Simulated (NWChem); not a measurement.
**PBE0/def2-SVP run of BBrCl2 (bromodichloroborane)**

What is the vertical ionisation energy of BBrCl2 (bromodichloroborane) at PBE0/def2-SVP? 

The calculation is run with NWChem 7.3.0.

## Step 1: The system as given

BBrCl2: 4 atoms, total charge 0, spin state singlet. SMILES: `ClB(Cl)Br`. The shape is that of a PBE0-D4/def2-TZVP optimisation.

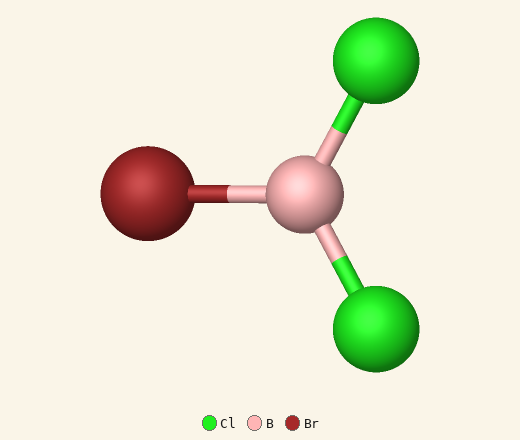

The structure, seen from a chosen angle (chlorine green, boron pink, bromine red).

## Step 2: The energy at PBE0/def2-SVP

Contents of mol.nw:

```
start mol
title "BBrCl2"
memory total 2200 mb
geometry noautosym nocenter noautoz
 Cl     0.582100     0.666000     1.510800
 B      0.037200    -0.038100     0.022100
 Cl     0.444300    -1.679200    -0.365600
 Br    -1.008100     0.991100    -1.187600
end
basis spherical bse
 Cl library def2-SVP
 B library def2-SVP
 Br library def2-SVP
end
dft
 xc pbe0
 grid xcoarse
 convergence energy 1e-08
 maxiter 100
 mulliken
 noprint "final vectors analysis"
end
task dft energy
```

Started as:

```bash
nwchem mol.nw > mol.out
```

What it wrote:

```text
[...]
          Wavefunction type:  closed shell.
          No. of atoms     :     4
          No. of electrons :    74
[...]
          Charge           :     0
          Spin multiplicity:     1
[...]
          AO basis - number of functions:    82
[...]
              XC Information
              --------------
                         PBE0 Method XC Functional
                     Hartree-Fock (Exact) Exchange  0.250
          PerdewBurkeErnzerhof Exchange Functional  0.750
            Perdew 1991 LDA Correlation Functional  1.000 local
           PerdewBurkeErnz. Correlation Functional  1.000 non-local
[...]
 d= 0,ls=0.0,diis     1  -3518.1891628123 -3.87D+03  1.58D-02  6.55D-01     1.6
[...]
 d= 0,ls=0.0,diis     8  -3518.2750078197 -1.76D-09  2.48D-06  4.38D-08     8.5
         Total DFT energy =    -3518.275007819673
      One electron energy =    -5586.077183538500
           Coulomb energy =     1867.712894714476
    Exchange-Corr. energy =     -151.319973568730
 Nuclear repulsion energy =      351.409254573081
[...]
      Total Density - Mulliken Population Analysis
     ---------------------------------------------
    Atom       Charge   Shell Charges
 -----------   ------   -------------------------------------------------------
    1 Cl  17    17.02   2.00  1.99  1.27  0.66  5.93  2.16  3.00  0.02
    2 B    5     4.91   1.99  0.85  0.01  1.52  0.38  0.15
    3 Cl  17    17.02   2.00  1.99  1.27  0.66  5.93  2.16  3.00  0.02
    4 Br  35    35.06   2.00  2.00  1.99  1.44  0.50  6.00  5.98  2.38  2.74  8.20  1.74  0.09
[...]
```

It took 9.6 s on 1 thread of Intel Xeon Platinum 8259CL at 2.50GHz (Skylake/Cascade Lake), shared host; peak memory 0.11 GiB.

## Step 3: The doublet cation

Contents of mymol.nw:

```
start mymol
memory 2200 mb
charge 1
geometry units angstroms noautosym nocenter noautoz
   Cl    0.582100    0.666000    1.510800
   B     0.037200   -0.038100    0.022100
   Cl    0.444300   -1.679200   -0.365600
   Br   -1.008100    0.991100   -1.187600
end
basis spherical bse
   * library def2-SVP
end
dft
   xc pbe0
   mult 2
   grid xcoarse
   convergence energy 1e-08
   maxiter 100
   mulliken
   noprint "final vectors analysis"
end
task dft energy
```

Started as:

```bash
nwchem mymol.nw > mymol.out
```

What it wrote:

```text
[...]
          Wavefunction type:  spin polarized.
          No. of atoms     :     4
          No. of electrons :    73
[...]
          Charge           :     1
          Spin multiplicity:     2
[...]
          AO basis - number of functions:    82
[...]
              XC Information
              --------------
                         PBE0 Method XC Functional
                     Hartree-Fock (Exact) Exchange  0.250
          PerdewBurkeErnzerhof Exchange Functional  0.750
            Perdew 1991 LDA Correlation Functional  1.000 local
           PerdewBurkeErnz. Correlation Functional  1.000 non-local
[...]
 d= 0,ls=0.0,diis     1  -3517.6187760040 -3.87D+03  1.51D-02  1.19D+00     1.7
[...]
 d= 0,ls=0.0,diis    15  -3517.8757373196 -7.50D-11  1.13D-07  6.38D-11    16.8
[...]
         Total DFT energy =    -3517.875737319559
      One electron energy =    -5566.970948173884
           Coulomb energy =     1848.617384340790
    Exchange-Corr. energy =     -150.931428059547
 Nuclear repulsion energy =      351.409254573081
[...]
      Total Density - Mulliken Population Analysis
     ---------------------------------------------
    Atom       Charge   Shell Charges
 -----------   ------   -------------------------------------------------------
    1 Cl  17    16.78   2.00  1.99  1.31  0.62  5.93  2.14  2.77  0.03
    2 B    5     4.85   1.99  0.86 -0.01  1.54  0.31  0.16
    3 Cl  17    16.78   2.00  1.99  1.31  0.62  5.93  2.14  2.77  0.03
    4 Br  35    34.59   2.00  2.00  1.99  1.52  0.43  6.00  5.98  2.34  2.31  8.20  1.74  0.09
[...]
      <S2> =      0.7534 (Exact =     0.7500)
[...]
```

Run time: 17 s. Hardware: 1 thread of Intel Xeon Platinum 8259CL at 2.50GHz (Skylake/Cascade Lake), shared host; peak memory 0.11 GiB.

## Step 4: What came out

Level: PBE0/def2-SVP.

| quantity | value |
| --- | --- |
| singlet BBrCl2: total energy | -3518.27501 Eh |
| singlet BBrCl2: dipole moment | 0.08 D |
| doublet cation: total energy | -3517.87574 Eh |
| doublet cation: ⟨S²⟩ | 0.753 |
| vertical ionisation energy (to the doublet cation) | 10.865 eV |

**Reading.** Removing an electron at fixed nuclei costs 10.86 eV (1048 kJ/mol). Mulliken charges (singlet BBrCl2) run from -0.06 on Br4 to +0.09 on B2; they depend strongly on the basis. Mulliken charges (doublet cation) run from +0.15 on B2 to +0.41 on Br4; they depend strongly on the basis.
